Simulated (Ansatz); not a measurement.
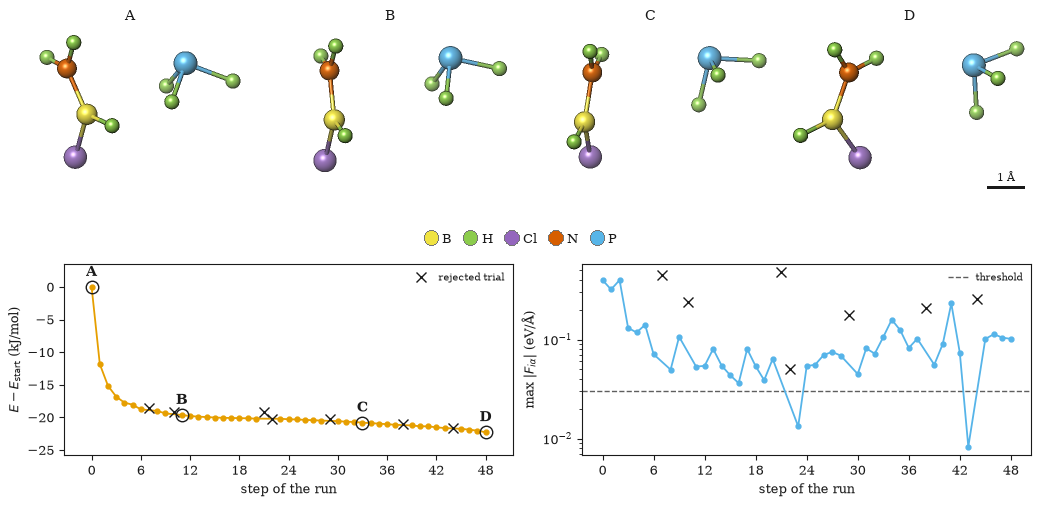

Frames of a relaxation of BPNH$_{6}$Cl, marked on the history of the run. A ball-and-stick model, seen at a tilt.

The run prepares an end point of a later path (reaction) calculation, from a guessed geometry.

The calculation used Ansatz 0.2.0, RKS r2SCANh-D4/6-31G*.

Input
```yaml
crystal:
  periodic: [false, false, false]
  atoms:
    - { symbol: B, position_ang: [0.000628, -0.353708, -0.214281] }
    - { symbol: H, position_ang: [0.080105, -0.618975, 0.94204] }
    - { symbol: Cl, position_ang: [1.476918, -0.388041, -1.203577] }
    - { symbol: "N", position_ang: [-1.206963, -0.004417, -0.801266] }
    - { symbol: H, position_ang: [-2.06088, 0.067771, -0.270004] }
    - { symbol: H, position_ang: [-1.291656, 0.273069, -1.768768] }
    - { symbol: P, position_ang: [-0.210904, 2.379859, 1.274499] }
    - { symbol: H, position_ang: [0.683291, 3.08538, 2.12454] }
    - { symbol: H, position_ang: [0.673422, 2.418402, 0.166979] }
    - { symbol: H, position_ang: [0.23224, 1.09476, 1.684438] }
basis:
  gaussian: { orbitals: "6-31G*" }
hamiltonian:
  xc: r2scanh
  dispersion: d4
relax:
  f_tol: 0.03
  max_steps: 50
```

Run as
```bash
ansatz run input.yaml --threads 2 --pin off --max-ram 3072MiB --backend cpu --events-out ev --progress --plain --runs-dir out
```

Describe the path.

Answer. The relaxation stopped without meeting its thresholds, so the last structure isn't shown to be converged. After 41 accepted moves (48 points after the start) the energy has fallen by 22.3 kJ/mol. The largest force component goes from 0.4 to 0.1 eV/Å. The line search rejected the trial steps at points 7, 10, 21, 22, 29, 38, 44 of the run. The forces were under the threshold at step 23, but the run went on from there. H2 moves most after the best rigid fit: 2.56 Å. Largest moves by element: H 2.56 Å, B 0.96 Å, P 0.47 Å, N 0.31 Å, Cl 0.18 Å. Near-neighbour distances that change, for instance: B1–H2 1.189 → 1.196 Å. From step 0 to 11: H2 moves most (0.84 Å), energy −19.6 kJ/mol. From step 11 to 33: H2 moves most (0.86 Å), energy −1.17 kJ/mol. From step 33 to 48: H2 moves most (0.93 Å), energy −1.47 kJ/mol.
